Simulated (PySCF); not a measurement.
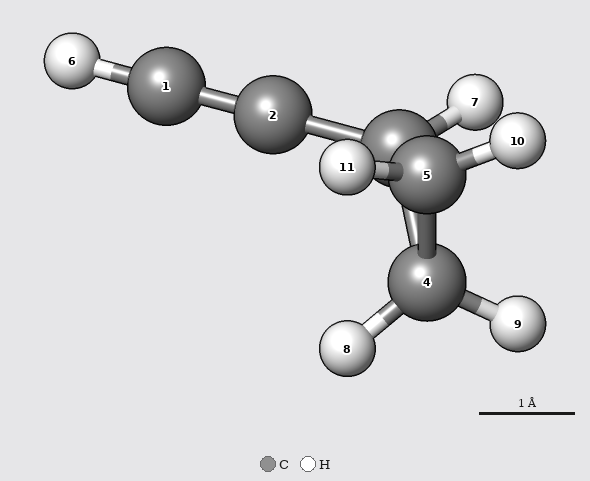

Figure 1. The structure (ball-and-stick view, seen at an oblique angle; atoms are numbered from 1 in the order of the input). Bond lengths as drawn: C–C 1.21 to 1.51 Å and C–H 1.07 to 1.10 Å.

Run report: C₅H₆, excited-state calculation

The run: excited-state calculation of C₅H₆ (Cyclopropylacetylene), SMILES C#CC1CC1. Method and program: TDDFT PBE0/def2-SVP, vertical, gas phase, core orbitals frozen in the response (PySCF 2.14.0).

The geometry comes from this level: PBE0-D3(BJ)/def2-SVP.

Log
```
coarse grid: 9152 points
cycle   1  E = -193.6012489909  dE =  6.248e-01  |g| = 3.162e-01  |ddm| = 3.562e+00
cycle   2  E = -193.6103579286  dE = -9.109e-03  |g| = 2.662e-01  |ddm| = 7.166e-01
cycle   3  E = -193.6297242044  dE = -1.937e-02  |g| = 3.148e-02  |ddm| = 3.217e-01
cycle   4  E = -193.6298450633  dE = -1.209e-04  |g| = 2.203e-02  |ddm| = 5.251e-02
cycle   5  E = -193.6299509653  dE = -1.059e-04  |g| = 8.805e-03  |ddm| = 2.653e-02
cycle   6  E = -193.6299688538  dE = -1.789e-05  |g| = 2.398e-03  |ddm| = 9.381e-03
cycle   7  E = -193.6299704868  dE = -1.633e-06  |g| = 1.829e-04  |ddm| = 2.691e-03
final grid: 88272 points
cycle   8  E = -193.6608660490  dE = -2.194e-05  |g| = 5.559e-03  |ddm| = 2.587e-02
cycle   9  E = -193.6608635156  dE =  2.533e-06  |g| = 6.476e-03  |ddm| = 1.226e-02
cycle  10  E = -193.6608741298  dE = -1.061e-05  |g| = 1.525e-03  |ddm| = 6.885e-03
cycle  11  E = -193.6608747157  dE = -5.859e-07  |g| = 3.046e-04  |ddm| = 1.489e-03
cycle  12  E = -193.6608747381  dE = -2.238e-08  |g| = 7.816e-05  |ddm| = 3.669e-04
cycle  13  E = -193.6608747397  dE = -1.646e-09  |g| = 1.247e-05  |ddm| = 1.111e-04
cycle  14  E = -193.6608747397  dE = -3.456e-11  |g| = 4.588e-06  |ddm| = 1.989e-05
```

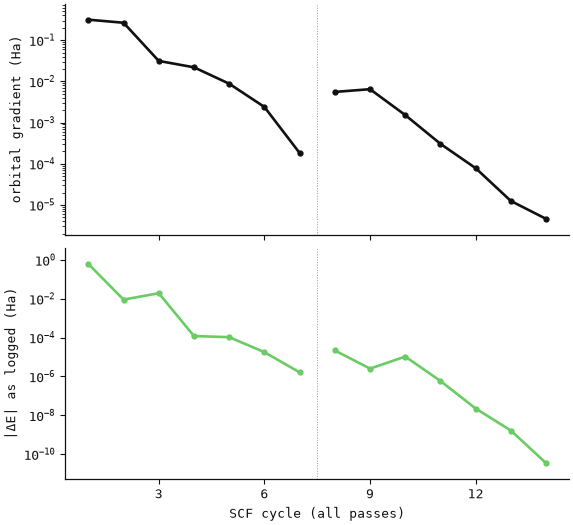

Figure 2. Convergence of the self-consistent field: orbital gradient and size of the energy change against the SCF cycle. The dotted line marks the change from a coarse to the final integration grid. The first 7 cycles use a coarse grid, the final grid takes over at cycle 8, and the field converges after 14 cycles in all.

```
converged SCF energy = -193.6608747397

Static polarisability (au): isotropic 48.693, principal 36.807 37.876 71.395

Singlet excitations
state   eV       nm        f      main configurations
  1   6.2952    197.0   0.00091   H->L 0.87
  2   6.7389    184.0   0.01728   H->L+1 0.53, H-1->L 0.42
  3   6.8917    179.9   0.00215   H-1->L+1 0.91
  4   8.1553    152.0   0.00013   H->L+2 0.86
  5   8.4122    147.4   0.02250   H->L+3 0.88
  6   8.4184    147.3   0.21083   H-1->L+2 0.40, H-1->L 0.34, H->L+1 0.13
  7   8.8688    139.8   0.00267   H->L+4 0.95
  8   8.8698    139.8   0.04154   H-1->L+3 0.63, H-1->L+2 0.27
  9   9.1486    135.5   0.01840   H-2->L 0.81
 10   9.2448    134.1   0.00311   H-3->L 0.63, H-2->L+1 0.28

Triplet excitations (Tamm-Dancoff, eV): 5.1625 5.6500 5.7152 6.5200
```

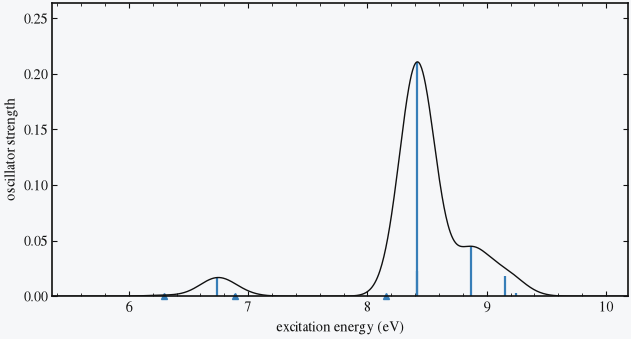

Figure 3. Computed excitations as sticks (degenerate states added up, dark ones marked on the axis), with a Gaussian envelope of 0.35 eV full width at half maximum, scaled to the tallest. Of the 10 states the lowest lies at 6.30 eV (f = 0.001); the strongest line is at 8.42 eV, or 147 nm (f = 0.211).

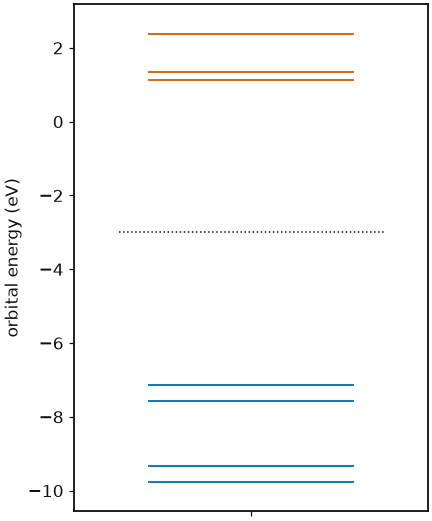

Figure 4. Orbital energies near the frontier; the dotted line parts filled from empty levels, and levels within 0.02 eV of each other stand side by side. Highest filled −7.13 eV, lowest empty 1.13 eV, 8.26 eV apart.

The run was set up as follows.

Input
```
{"job": {"kind": "uv", "xc": "PBE0", "basis": "def2-SVP"}, "charge": 0, "multiplicity": 1}
C      2.526668    -0.078233     0.162012
C      1.348165    -0.044251     0.444141
C     -0.051257    -0.004013     0.772348
C     -1.057551    -0.724628    -0.096755
C     -1.015598     0.766187    -0.100343
H      3.571904    -0.108777    -0.082801
H     -0.262190     0.004410     1.847178
H     -0.667823    -1.253220    -0.969677
H     -1.883968    -1.227604     0.411157
H     -1.813077     1.316914     0.404585
H     -0.597213     1.267715    -0.976026
```

The first line tells a small driver script what to run in PySCF; the rest is the geometry in Å.

Run as:
```bash
OMP_NUM_THREADS=1 python <driver script> task.json out
```

Results in brief

| quantity | value |
| --- | --- |
| outcome | converged |
| total energy | −193.660875 hartree |
| HOMO | −7.13 eV |
| LUMO | 1.13 eV |
| dipole moment | 0.91 D |
| mean polarisability | 48.69 a.u. |
| lowest singlet excitation | 6.30 eV |
| hardware | 1 CPU thread, shared host |
| wall time | 7.1 s |
| peak memory | 0.51 GiB |
